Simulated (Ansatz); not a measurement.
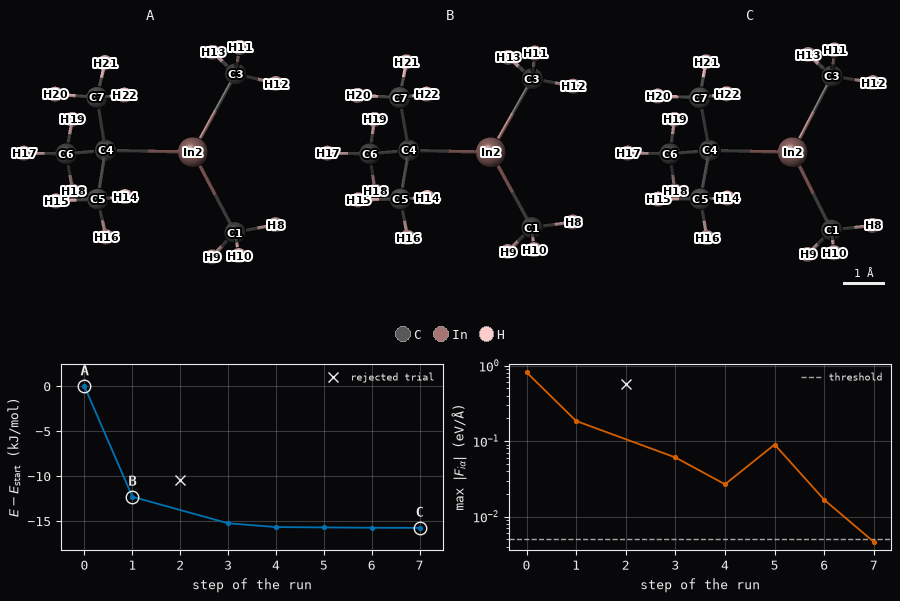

Frames of a relaxation of C$_{6}$H$_{15}$In, marked on the history of the run. Style: ball-and-stick. Shown at a tilt.

The start comes from GFN2-xTB.

Theory: RKS PBE0-D4/def2-TZVP (Ansatz 0.2.0). Set-up: force threshold 0.005 eV/Å; at most 150 steps.

Describe the path.

Answer. Over 6 accepted moves (7 points after the start) the energy falls by 15.7 kJ/mol. Largest force component: 0.82 eV/Å at the start, 0.0046 eV/Å at the end. The line search rejected the trial step at point 2 of the run. H11 moves most after the best rigid fit: 0.15 Å. By element the largest moves are H 0.15 Å, C 0.11 Å, In 0.02 Å. Some distances before and after: In2–C4 2.305 → 2.204 Å, C1–In2 2.262 → 2.166 Å, C5–H15 1.094 → 1.101 Å. Bond angles that change, for instance: In2–C3–H12 109.0° → 111.8°, C1–In2–C3 119.3° → 121.9°. From step 0 to 1: H atoms move most (0.19 Å), energy −12.3 kJ/mol. From step 1 to 7: H12 moves most (0.09 Å), energy −3.46 kJ/mol.

| step | E − E(0), kJ/mol | largest force component, eV/Å | note |
| --- | --- | --- | --- |
| 0 | 0.00 | 0.8187 |  |
| 1 | -12.27 | 0.1853 |  |
| 2 | -10.44 | 0.5786 | rejected |
| 3 | -15.22 | 0.0608 |  |
| 4 | -15.64 | 0.0268 |  |
| 5 | -15.68 | 0.0902 |  |
| 6 | -15.71 | 0.0167 |  |
| 7 | -15.72 | 0.0046 |  |
